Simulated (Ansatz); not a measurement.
Pressure series in Cu

Consider Cu in the fcc (Cu type) structure (space group Fm-3m, No. 225).

```xyz
1
Lattice="0.0000 1.7819 1.7819 1.7819 0.0000 1.7819 1.7819 1.7819 0.0000" Properties=species:S:1:pos:R:3 pbc="T T T"
Cu     0.0000     0.0000     0.0000
```

Cell and atoms are relaxed at each pressure.

Method: Kohn–Sham DFT with the PBEsol functional, run in Ansatz (an electronic-structure program) with PAW and 420 eV plane waves, without spin-orbit coupling.

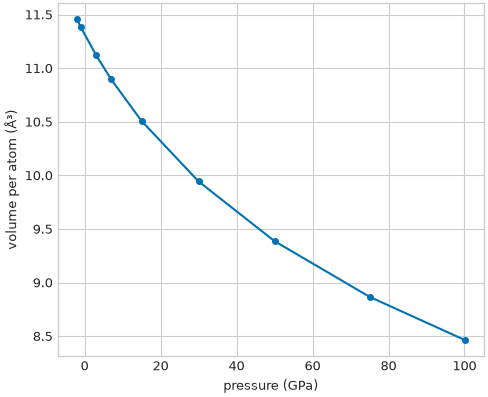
Figure: Volume against pressure

Estimate the zero-pressure bulk modulus from the plot.

About 170 GPa; a third-order Birch–Murnaghan fit to the points gives V₀ = 11.31 Å³/atom, B₀ = 170 GPa and B₀′ = 4.8.

Measured bulk modulus of Cu: 144.3 GPa (static lattice; corrected from measurement; as listed in Daniel Mejia-Rodriguez, S. B. Trickey, Phys. Rev. B (2018)); the computed value is 18 % above it.

Load acts through the strain it causes; cell and atoms are relaxed under it. Whether these cells are dynamically stable was not tested. Competing high-pressure phases were not computed. All final runs are without spin polarisation.
